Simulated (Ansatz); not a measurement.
Band structure of SiNi (Pmmn, 4 atoms in the cell).

```xyz
4
Lattice="2.9531 0.0000 0.0000 0.0000 3.2918 0.0000 0.0000 0.0000 4.6938" Properties=species:S:1:pos:R:3 pbc="T T T"
Si     0.0000     0.0000     0.7363
Si     1.4765     1.6459     3.9575
Ni     0.0000     0.0000     3.0862
Ni     1.4765     1.6459     1.6076
```

Method of the run: PBEsol, PAW files made with PBE (plane waves; Ansatz, a first-principles code).

Settings: kpoints.mp_grid.grid = 8 7 5; hamiltonian.xc = pbesol; hamiltonian.pseudopotentials = {kind: paw} (an earlier, softer set of the program's PAW files); scf.occupations.method = fermi_dirac; scf.occupations.width = 0.05 eV; kpoints.band_path.npoints = 8.

The starting cell comes from a database of computed structures (which also holds hypothetical and non-ambient phases and stackings), without a prior relaxation at this level. Its lattice was rescaled by a random factor within 2.5 % of one. Spin polarisation is off.

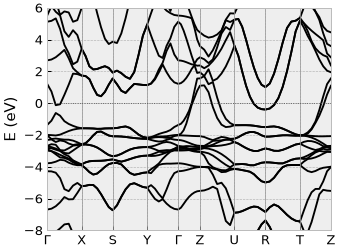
Figure: Bands along the path, energies from the Fermi level.

Levels in eV from the Fermi level, bands 19 to 26:
| point | 19 | 20 | 21 | 22 | 23 | 24 | 25 | 26 |
|---|---|---|---|---|---|---|---|---|
| Γ | -2.32 | -2.02 | -1.99 | -1.37 | 1.22 | 2.69 | 5.12 | 5.51 |
| X | -2.59 | -2.59 | -1.58 | -1.58 | 1.74 | 1.74 | 3.42 | 3.42 |
| S | -2.08 | -2.08 | -1.58 | -1.58 | 1.55 | 1.55 | 1.93 | 1.93 |
| Y | -2.24 | -2.24 | -2.18 | -2.18 | 1.14 | 1.14 | 4.95 | 4.95 |
| Z | -2.68 | -2.07 | 1.10 | 1.56 | 1.95 | 2.37 | 2.88 | 3.59 |
| U | -2.23 | -2.23 | -1.39 | -1.39 | 3.61 | 3.61 | 5.25 | 5.25 |
| R | -2.11 | -2.11 | -1.51 | -1.51 | -0.40 | -0.40 | 1.01 | 1.01 |
| T | -2.04 | -2.04 | -2.02 | -2.02 | 5.18 | 5.18 | 5.36 | 5.36 |

Bands cross the Fermi level along this path, so the cell is metallic at this level.

Keys are those of Ansatz 0.2.
